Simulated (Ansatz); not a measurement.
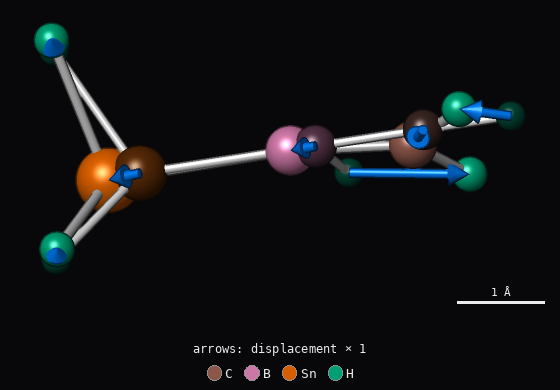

A relaxation of CH4BSn (charge −1). The starting structure is drawn faded, the final one solid; blue arrows show the displacements, at their true length. The two geometries are superimposed by the best rigid fit.

Style: ball-and-stick. Shown at a tilt.

It is one of the separated reactants of a reaction.

Method: RKS PBE-D4/def2-SVPD (Ansatz 0.2.0).

Input
```yaml
crystal:
  periodic: [false, false, false]
  atoms:
    - {symbol: C, position_ang: [-1.737226, -1.538129, -0.364953]}
    - {symbol: B, position_ang: [-0.760359, -0.673395, -0.159571]}
    - {symbol: Sn, position_ang: [0.826889, 0.732056, 0.173746]}
    - {symbol: H, position_ang: [-2.530128, -2.240002, -0.531568]}
    - {symbol: H, position_ang: [1.023327, 1.977471, -1.021871]}
    - {symbol: H, position_ang: [0.743160, 1.663188, 1.638365]}
    - {symbol: H, position_ang: [-0.048547, -1.564758, -0.013644]}
basis:
  gaussian: {orbitals: def2-SVPD}
total_charge: -1
hamiltonian: {xc: pbe, dispersion: d4}
relax: {f_tol: 0.03, max_steps: 250}
```

Launched with:
```bash
ansatz run in.yaml --threads 2 --pin off --events-out ev --progress --plain --max-ram 4352MiB
```

### Describe the change and its energy.

Over 14 accepted moves (15 points after the start) the energy falls by 261.4 kJ/mol. The largest force component goes from 4.3 to 0.027 eV/Å. The line search rejected the trial step at point 10 of the run. H7 moves most after the best rigid fit: 1.41 Å. Largest moves by element: H 1.41 Å, C 0.51 Å, Sn 0.43 Å, B 0.34 Å. Some distances before and after: Sn3–H7 2.465 → 4.195 Å, B2–H7 1.150 → 2.226 Å, C1–H7 1.725 → 1.104 Å, C1–B2 1.321 → 1.424 Å. New bonds form: C1–H7 (1.73 → 1.10 Å). Bonds break: B2–H7 (1.15 → 2.23 Å). Among the angles between lasting bonds that change: B2–C1–H4 180.0° → 122.9°, B2–Sn3–H5 116.5° → 98.2°, B2–Sn3–H6 116.5° → 98.2°. The run took 24 s on 2 threads of Arm Neoverse V2, with other jobs on the host.
